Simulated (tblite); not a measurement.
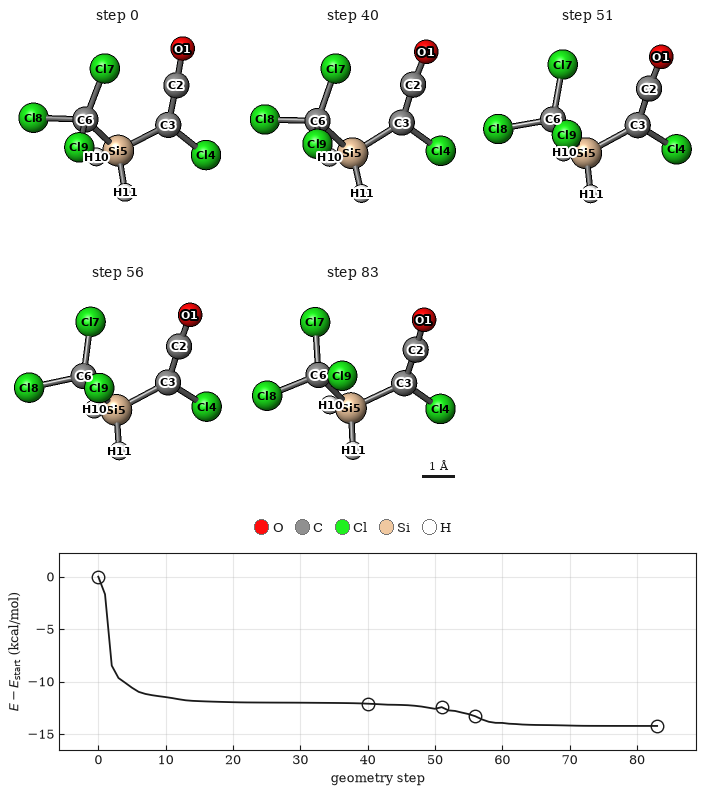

Frames of a relaxation of C3H2Cl4OSi, marked on the history of the run. The picture is a ball-and-stick view, seen at a tilt.

Level of theory: tblite, GFN2-xTB geometry optimisation, gas phase. 

**What happens along the run?**

Over 83 geometry steps the energy falls by 14.2 kcal/mol. The largest moves after the best rigid fit, 1.29 Å, are those of Cl7 and Cl9. Largest moves by element: Cl 1.29 Å, O 0.87 Å, C 0.51 Å, H 0.38 Å, Si 0.24 Å. Among the contacts that change: Si5–C6 1.847 → 1.937 Å, O1–C2 1.230 → 1.156 Å, C3–Si5 1.835 → 1.877 Å, C2–C3 1.333 → 1.300 Å. Among the angles between lasting bonds that change: C3–Si5–C6 112.8° → 105.4°, H10–Si5–H11 108.5° → 115.0°, C3–Si5–H10 106.7° → 111.6°. Groups turn about Si5–C6 by about 50°. Cost: 0.81 s on 1 thread of Arm Neoverse V2, on a shared host. From step 0 to 40: O1 moves most (0.29 Å), energy −12.1 kcal/mol. From step 40 to 51: Cl atoms move most (0.55 Å), energy −0.33 kcal/mol. From step 51 to 56: Cl9 moves most (0.14 Å), energy −0.87 kcal/mol. From step 56 to 83: Cl9 moves most (0.47 Å), energy −0.92 kcal/mol.

| step | E − E(0), kcal/mol |
| --- | --- |
| 0 | 0.00 |
| 1 | -1.68 |
| 2 | -8.48 |
| 3 | -9.66 |
| 4 | -10.12 |
| 5 | -10.59 |
| 6 | -10.99 |
| 7 | -11.18 |
| 8 | -11.30 |
| 9 | -11.40 |
| 10 | -11.48 |
| 14 | -11.84 |
| 18 | -11.94 |
| 22 | -11.99 |
| 25 | -12.01 |
| 29 | -12.02 |
| 33 | -12.03 |
| 37 | -12.06 |
| 41 | -12.14 |
| 45 | -12.23 |
| 48 | -12.38 |
| 52 | -12.75 |
| 56 | -13.31 |
| 60 | -13.95 |
| 64 | -14.12 |
| 68 | -14.17 |
| 71 | -14.21 |
| 75 | -14.23 |
| 79 | -14.23 |
| 83 | -14.23 |
